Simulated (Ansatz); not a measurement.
A series of calculations on Si2NH6Br

## 1. Relaxation

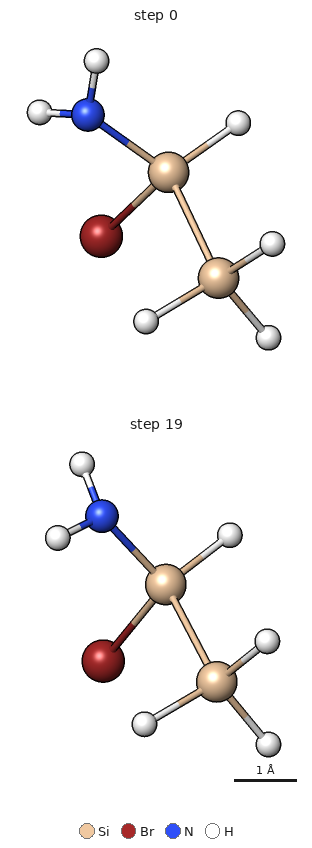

The structure of Si2NH6Br before (top) and after (bottom) a relaxation, at one scale.

Style: ball-and-stick. Shown from a free direction.

The run prepares an end point of a later path (reaction) calculation, from a guessed geometry.

Computed with RKS PBE0-D4/def2-SVP in Ansatz 0.2.0. Settings: no spin polarisation; force threshold 0.03 eV/Å; at most 50 steps.

Question: Summarise the run.

Answer: Over 15 accepted moves (19 points after the start) the energy falls by 24.4 kJ/mol. Largest force component: 0.47 eV/Å at the start, 0.018 eV/Å at the end. The line search rejected the trial steps at points 7, 11, 15, 18 of the run. The largest move after the best rigid fit is that of an H atom, 1.27 Å. By element the largest moves are H 1.27 Å, N 0.26 Å, Br 0.26 Å, Si 0.16 Å. Among the contacts that change: Br–Si 2.289 → 2.266 Å, H–Si 1.500 → 1.489 Å, N–Si 1.724 → 1.719 Å, Si–Si 2.343 → 2.338 Å. Among the angles between lasting bonds that change: Br–Si–N 99.6° → 114.9°, Si–N–H 111.2° → 119.8°, N–Si–H 115.4° → 107.6°.

## 2. Relaxation

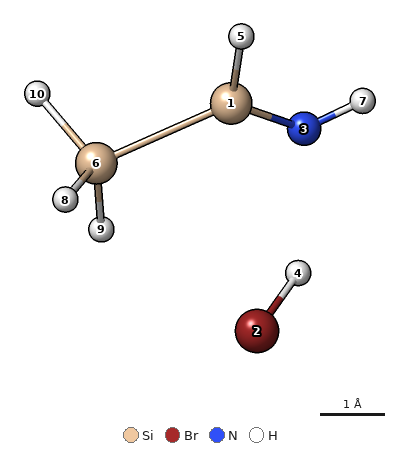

Starting structure of Si₂NH₆Br. Style: ball-and-stick. Shown face on.

The run prepares an end point of a later path (reaction) calculation, from a guessed geometry.

These are results of RKS PBE0-D4/def2-SVP (Ansatz 0.2.0), not measurements.

Input file:
```yaml
crystal:
  periodic: [false, false, false]
  atoms:
    - { symbol: Si, position_ang: [-0.872034, -0.432609, -0.579755] }
    - { symbol: Br, position_ang: [2.460912, 0.902936, -1.012597] }
    - { symbol: "N", position_ang: [0.067659, -1.713393, -0.870055] }
    - { symbol: H, position_ang: [2.040641, -0.517571, -0.984453] }
    - { symbol: H, position_ang: [-2.114337, -0.105237, -1.357324] }
    - { symbol: Si, position_ang: [-0.415821, 0.856212, 1.315046] }
    - { symbol: H, position_ang: [-0.138637, -2.329499, -1.657098] }
    - { symbol: H, position_ang: [-0.365785, 2.304846, 0.961958] }
    - { symbol: H, position_ang: [0.871256, 0.391597, 1.90067] }
    - { symbol: H, position_ang: [-1.533854, 0.642519, 2.283708] }
basis:
  gaussian: { orbitals: def2-SVP }
hamiltonian:
  xc: pbe0
  dispersion: d4
relax:
  f_tol: 0.03
  max_steps: 50
```

Launched with:
```bash
ansatz run input.yaml --threads 2 --pin off --max-ram 3072MiB --backend cpu --events-out ev --progress --plain --runs-dir out
```

> What does the optimiser find from here?

The largest move after the best rigid fit is that of H4, 1.91 Å. By element the largest moves are H 1.91 Å, Br 1.48 Å, Si 0.89 Å, N 0.24 Å. Some distances before and after: Br2–H4 1.482 → 3.713 Å, Si1–Br2 3.617 → 2.265 Å, N3–H4 2.310 → 1.014 Å, Si1–N3 1.615 → 1.720 Å. New bonds form, among them: N3–H4 (2.31 → 1.01 Å), Si1–Br2 (3.62 → 2.26 Å). Bonds break, among them: Br2–H4 (1.48 → 3.71 Å). Among the angles between lasting bonds that change: N3–Si1–H5 124.1° → 107.4°, N3–Si1–Si6 118.0° → 109.0°, Si1–Si6–H10 107.5° → 110.9°. After 27 geometry steps the energy has fallen by 3.198 eV. Largest force component: 0.89 eV/Å at the start, 0.019 eV/Å at the end. The run took 52 s on 2 threads of Intel(R) Xeon(R) 6975P-C (Granite Rapids), on a shared host, peak memory 0.29 GiB.

History of the run:

| step | E − E(0), eV | largest force component, eV/Å |
| --- | --- | --- |
| 0 | 0.0000 | 0.8871 |
| 1 | -0.0642 | 0.5070 |
| 2 | -0.1440 | 0.7161 |
| 3 | -0.2205 | 0.5417 |
| 4 | -0.3068 | 0.3641 |
| 5 | -0.3916 | 0.5958 |
| 6 | -0.5204 | 0.6949 |
| 7 | -0.6125 | 0.5541 |
| 8 | -0.7131 | 0.3457 |
| 9 | -0.8081 | 0.6420 |
| 10 | -0.8244 | 1.6205 |
| 11 | -0.9040 | 0.7025 |
| 12 | -0.9310 | 0.4218 |
| 13 | -0.9615 | 0.2641 |
| 14 | -1.1257 | 0.6803 |
| 15 | -1.4456 | 0.6203 |
| 16 | -1.8540 | 0.6514 |
| 17 | -2.2035 | 0.7883 |
| 18 | -2.5165 | 0.7615 |
| 19 | -2.7518 | 0.6195 |
| 20 | -2.9100 | 0.5634 |
| 21 | -3.0467 | 0.4210 |
| 22 | -3.1116 | 0.3192 |
| 23 | -3.1594 | 0.2585 |
| 24 | -3.1844 | 0.1703 |
| 25 | -3.1915 | 0.1471 |
| 26 | -3.1967 | 0.1190 |
| 27 | -3.1975 | 0.0193 |

The structure at the end:

```xyz
10

Si   -0.1653    0.0577   -0.8226
Br    1.3518    1.3744   -1.8680
N     0.2484   -1.6101   -0.7591
H     1.0209   -1.9146   -0.1764
H    -1.4116    0.1776   -1.6292
Si   -0.2985    0.8930    1.3574
H     0.1850   -2.1780   -1.5976
H    -0.4987    2.3724    1.3358
H     0.9889    0.5782    2.0524
H    -1.4209    0.2490    2.1074
```

After the run, drawn alike:

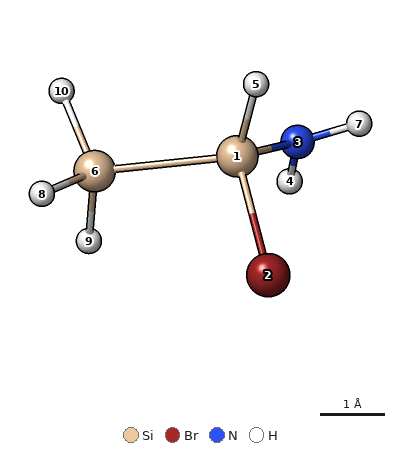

Limits of the set-up: the start holds two separate molecules, 2.3 Å apart at their closest, whose relative position is a soft coordinate.

## 3. Path

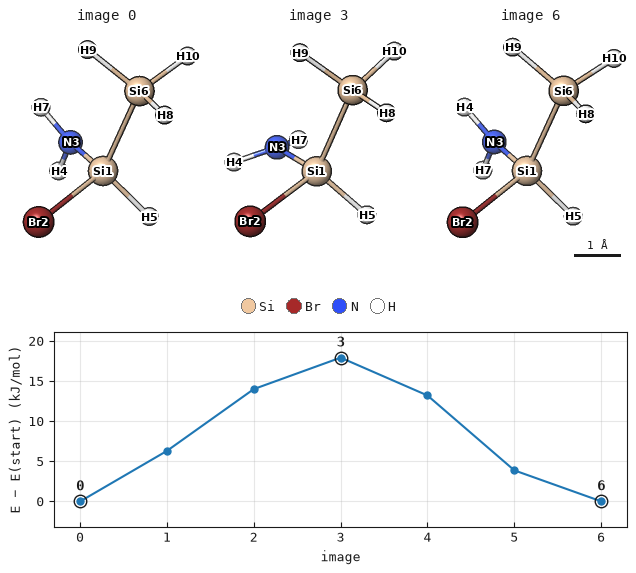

NEB run on Si2NH6Br. Images are numbered from 0 (start) to 6 (end). Style: ball-and-stick. Shown from a free direction.

These are results of RKS PBE0-D4/def2-SVP (Ansatz 0.2.0), not measurements. Run with 5 movable images; climbing image; force threshold 0.05 eV/Å; iteration limit 60; starting path through a guess of the saddle point.

### What happens along the path, and what is the barrier?

The two ends have the same energy, and the highest point, image 3, lies 17.9 kJ/mol above the start. No bond forms or breaks between the ends. Bond angles that change up to the highest image, for instance: Br2–Si1–N3 114.9° → 106.3°, N3–Si1–H5 107.6° → 113.4°. The band is converged. At the top, the vibrational analysis gives one imaginary mode (252i cm⁻¹), as a transition state must have.
